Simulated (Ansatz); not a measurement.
# CH5FSi: the cost of one run

Method: PBE0-D4/def2-TZVP structures, single points in def2-TZVPP, no counterpoise correction; program: Ansatz 0.2.0, Gaussian basis.

Levels: SPW92, PBE-D4, BLYP-D4, r2SCAN-D4, B97M-V, PBE0-D4, B3LYP-D4, r2SCAN0-D4, BHLYP-D4, CAM-B3LYP-D4, wB97X-V, wB97M-V, B2PLYP, PBE-QIDH, RPA on PBE, Hartree-Fock, MP2, CCSD, CCSD(T).

Correlated methods freeze the cores. Filled d shells of the heavier atoms are correlated. B3LYP uses VWN-RPA correlation. B2PLYP carries no dispersion term here.

94 further runs of the same task are left out: 94 set aside as unsound or not needed. Runs told in other sessions of the task aren't counted.

### Step 1. Where the work starts

The complex: 10 atoms, charge 0, spin multiplicity 1.

Atoms are counted from 1 here; the program's logs count them from 0.

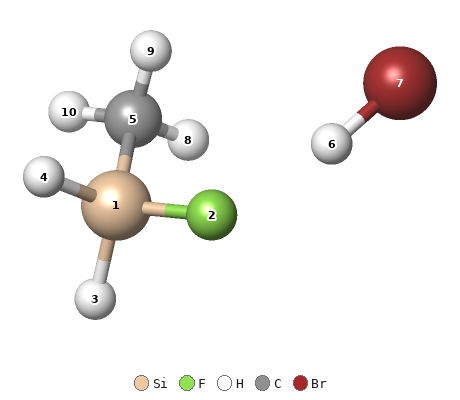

As it starts; silicon light orange, fluorine green, hydrogen white, carbon grey, bromine red; atoms are numbered from 1 in the order of the file.

As a file:

```xyz
10
CH6BrFSi
Si   -1.19745    0.05651   -0.00343
F    -0.68068   -0.79540   -1.27729
H    -1.97820    1.19478   -0.54631
H    -2.08144   -0.84449    0.77551
C     0.26820    0.61730    0.97626
H     1.26664   -1.19020   -1.74484
Br    2.69192   -1.25162   -1.73687
H     0.92543    1.25060    0.37625
H     0.85041   -0.23316    1.33789
H    -0.06483    1.19578    1.84283
```

Its parts: CH₅FSi holds atoms 1, 2, 3, 4, 5, 8, 9, 10; HBr holds atoms 6, 7. Each part counts its atoms afresh in its own runs.

### Step 2. Relaxing CH₅FSi alone

Input file relax-a/in.yaml:

```yaml
crystal:
  periodic: [false, false, false]
  atoms:
    - {symbol: Si, position_ang: [-1.197445, 0.056509, -0.003426]}
    - {symbol: F, position_ang: [-0.680685, -0.795402, -1.277294]}
    - {symbol: H, position_ang: [-1.978200, 1.194782, -0.546311]}
    - {symbol: H, position_ang: [-2.081442, -0.844494, 0.775511]}
    - {symbol: C, position_ang: [0.268203, 0.617302, 0.976260]}
    - {symbol: H, position_ang: [0.925431, 1.250596, 0.376252]}
    - {symbol: H, position_ang: [0.850409, -0.233155, 1.337887]}
    - {symbol: H, position_ang: [-0.064832, 1.195784, 1.842833]}
basis:
  gaussian: {orbitals: def2-TZVP}
hamiltonian: {xc: pbe0, dispersion: d4}
relax: {f_tol: 0.005, max_steps: 200}
```

Launch:

```sh
ansatz run in.yaml --threads 8 --pin off --events-out ev --progress --plain --max-ram 19148MiB
```

**Question.** How long does this run take on 8 threads of Arm Neoverse V1, shared host?

About 2.8 s.
